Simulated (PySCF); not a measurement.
**One shape, several levels: CH5GeI (SMILES [CH3][GeH2][I])**

Aim: a comparison of 6 runs (HF/def2-SVP, HF/def2-TZVP, B2PLYP/3-21G, BLYP/3-21G, B2PLYP/6-311G**, MP2/def2-SVP) of CH5GeI. Input form: a Python script.

Program for the calculation: PySCF 2.14.0.

**1. The system as given**

The species is CH5GeI (8 atoms), meant as a singlet with charge 0. As SMILES, `[CH3][GeH2][I]`. The shape is that of a PBE0-D4/def2-TZVP optimisation.

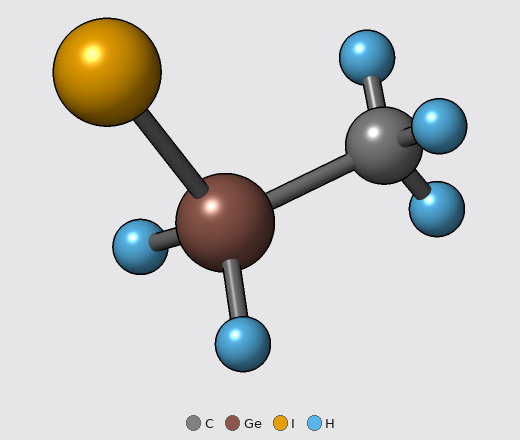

The structure, seen from a chosen angle (carbon grey, germanium brown, iodine amber, hydrogen blue).

**2. Energy and forces at HF/def2-SVP (core potential) (run 1)**

The input, geometry.xyz:

```xyz
8
CH5GeI
C     -0.574500     0.858200    -0.307500
Ge     0.364400    -0.806400     0.045300
I      1.886400    -0.453500     2.029000
H      0.142600     1.648600    -0.528400
H     -1.162400     1.144200     0.564400
H     -1.240900     0.729400    -1.162900
H      1.266200    -1.229900    -1.123800
H     -0.589700    -1.947800     0.427900
```

The input, calc.py:

```python
import pyscf.grad
from pyscf import gto

system = gto.Mole()
system.atom = 'geometry.xyz'
system.ecp = {'I': 'def2-svp'}
system.verbose = 4
system.basis = 'def2-svp'
system.max_memory = 1860
system.build()

mf = system.RHF()
mf.conv_tol = 1e-10
mf.kernel()
if not mf.converged:
    mf = mf.newton().run(mf.mo_coeff, mf.mo_occ)

e_final = mf.e_tot
print('E = %.10f Eh' % e_final)
grad = mf.Gradients().kernel()
mf.analyze()
```

Command:

```bash
$ OMP_NUM_THREADS=1 python calc.py
```

The program printed:

```text
PySCF version 2.14.0

[... 93 lines left out ...]
MO #6   energy= -11.2423392681017  occ= 2
[... 12 lines left out ...]
MO #19  energy= -2.25501786155923  occ= 2
[... 12 lines left out ...]
MO #32  energy= -0.423675326444528 occ= 2
[... 12 lines left out ...]
MO #45  energy= 0.450366910555593  occ= 0
[... 12 lines left out ...]
MO #58  energy= 0.743408929986063  occ= 0
[... 12 lines left out ...]
MO #71  energy= 1.73772740638607   occ= 0
[... 12 lines left out ...]
MO #84  energy= 2.72551105077782   occ= 0
[... 12 lines left out ...]
MO #97  energy= 56.5797668028568   occ= 0
[... 108 lines left out ...]
Dipole moment(X, Y, Z, Debye): -1.73787,  0.37986, -1.90308
```

Run time: 17 s. Hardware: 1 thread of Intel Xeon at 2.70GHz, shared host; peak memory 0.2 GiB.

**3. Energy and gradient at HF/def2-TZVP (core potential) (run 2)**

The input, calc.py:

```python
import pyscf.grad
from pyscf import gto, scf

system = gto.Mole()
system.atom = [
    ('C', (-0.574500, 0.858200, -0.307500)),
    ('Ge', (0.364400, -0.806400, 0.045300)),
    ('I', (1.886400, -0.453500, 2.029000)),
    ('H', (0.142600, 1.648600, -0.528400)),
    ('H', (-1.162400, 1.144200, 0.564400)),
    ('H', (-1.240900, 0.729400, -1.162900)),
    ('H', (1.266200, -1.229900, -1.123800)),
    ('H', (-0.589700, -1.947800, 0.427900)),
]
system.max_memory = 1860
system.basis = 'def2-tzvp'
system.verbose = 4
system.charge = 0
system.ecp = {'I': 'def2-svp'}
system.build()

mf = scf.RHF(system)
mf.conv_tol = 1e-10
mf.kernel()
if not mf.converged:
    mf = mf.newton().run(mf.mo_coeff, mf.mo_occ)

e_tot = mf.e_tot
print('E(%s) = %.9f' % ('HF', e_tot))
grad = mf.Gradients().kernel()
mf.analyze()
```

Command:

```bash
$ OMP_NUM_THREADS=1 python calc.py
```

The program printed:

```text
PySCF version 2.14.0

[... 86 lines left out ...]
Two-electron Coulomb Energy =         1473.308875475019477
[... 21 lines left out ...]
MO #19  energy= -2.25722158961552  occ= 2
[... 19 lines left out ...]
MO #39  energy= 0.194183398899311  occ= 0
[... 19 lines left out ...]
MO #59  energy= 0.572927766349121  occ= 0
[... 19 lines left out ...]
MO #79  energy= 1.14840369069393   occ= 0
[... 19 lines left out ...]
MO #99  energy= 1.75067969108965   occ= 0
[... 19 lines left out ...]
MO #119 energy= 2.70783950732628   occ= 0
[... 19 lines left out ...]
MO #139 energy= 3.65051464335262   occ= 0
[... 19 lines left out ...]
MO #159 energy= 118.712173903435   occ= 0
[... 170 lines left out ...]
Dipole moment(X, Y, Z, Debye): -1.66941,  0.39122, -1.81590
```

Wall time 77 s (1 thread of Intel Xeon at 2.70GHz, shared host); peak memory 0.73 GiB.

Runs 3 to 5 aren't shown in full; the table further down has their settings and results.

**4. Energy and forces at MP2/def2-SVP (core potential) (run 6)**

The input, input.xyz:

```xyz
8

C     -0.574500     0.858200    -0.307500
Ge     0.364400    -0.806400     0.045300
I      1.886400    -0.453500     2.029000
H      0.142600     1.648600    -0.528400
H     -1.162400     1.144200     0.564400
H     -1.240900     0.729400    -1.162900
H      1.266200    -1.229900    -1.123800
H     -0.589700    -1.947800     0.427900
```

The input, job.py:

```python
# [CH3][GeH2][I]
import pyscf.grad
from pyscf import gto, scf, mp

system = gto.M(
    atom='input.xyz',
    max_memory=1860,
    ecp={'I': 'def2-svp'},
    verbose=4,
    basis='def2-svp',
)

calc0 = scf.RHF(system)
calc0.conv_tol = 1e-10
calc0.kernel()
if not calc0.converged:
    calc0 = calc0.newton().run(calc0.mo_coeff, calc0.mo_occ)

pt = mp.MP2(calc0, frozen=14).run()
e_final = pt.e_tot
print('E = %.10f Eh' % e_final)
grad = pt.Gradients().kernel()
dip = calc0.dip_moment()
pop, q = calc0.mulliken_pop()
```

Command:

```bash
$ OMP_NUM_THREADS=1 python job.py
```

The program printed:

```text
PySCF version 2.14.0

[... 66 lines left out ...]
converged SCF energy = -2412.55108605822
[... 17 lines left out ...]
Dipole moment(X, Y, Z, Debye): -1.73787,  0.37986, -1.90308
[... 106 lines left out ...]
charge of    7H =     -0.10167
```

Run time: 28 s. Hardware: 1 thread of Intel Xeon at 2.70GHz, shared host; peak memory 1.1 GiB.

**5. Overview of the runs**

```csv
run,level,task,core potential,energy (Eh),dipole moment (D) of the reference,HOMO energy (eV),LUMO energy (eV),wall time
1,HF/def2-SVP (core potential),gradient,def2-svp,-2412.551086,2.61,-9.87,2.82,17 s
2,HF/def2-TZVP (core potential),gradient,def2-svp,-2412.869203,2.50,-9.92,2.53,77 s
3,B2PLYP/3-21G,energy,–,-8996.659469,2.89,-8.13,0.77,17 s
4,BLYP/3-21G,gradient,–,-8997.882248,2.55,-5.83,-1.04,24 s
5,B2PLYP/6-311G**,energy,–,-9036.558944,2.57,-8.32,0.44,51 s
6,MP2/def2-SVP (core potential),gradient,def2-svp,-2413.049889,2.61,-9.87,2.82,28 s
```

**6. What came out**

```
                                           quantity           value
                                run 6: total energy  -2413.04989 Eh
        run 6: dipole moment (Hartree–Fock density)          2.61 D
         run 6: HOMO energy (Hartree–Fock orbitals)        -9.87 eV
         run 6: LUMO energy (Hartree–Fock orbitals)         2.82 eV
       run 6: HOMO–LUMO gap (Hartree–Fock orbitals)        12.69 eV
run 6: correlation energy (14 core orbitals frozen)      -498.8 mEh
                    run 6: largest force on an atom      0.300 eV/Å
```

**Reading.** Over runs 1, 2, 3, 4, 5 the dipole moment (its size) runs from 2.50 D (HF/def2-TZVP) to 2.89 D (B2PLYP/3-21G). The two ends differ in method and basis and core potential. A double hybrid's value is that of its SCF part. Over runs 1, 2, 3, 4, 5 the HOMO–LUMO gap runs from 4.79 eV (BLYP/3-21G) to 12.69 eV (HF/def2-SVP). Totals of different functionals can't be ranked against each other. Some runs of one species differ in core potentials or relativity; totals across that change don't compare. In runs 3, 4, 5 relativity is left out where basis or elements ask for it. All runs together took 3.6 min, the longest 77 s.
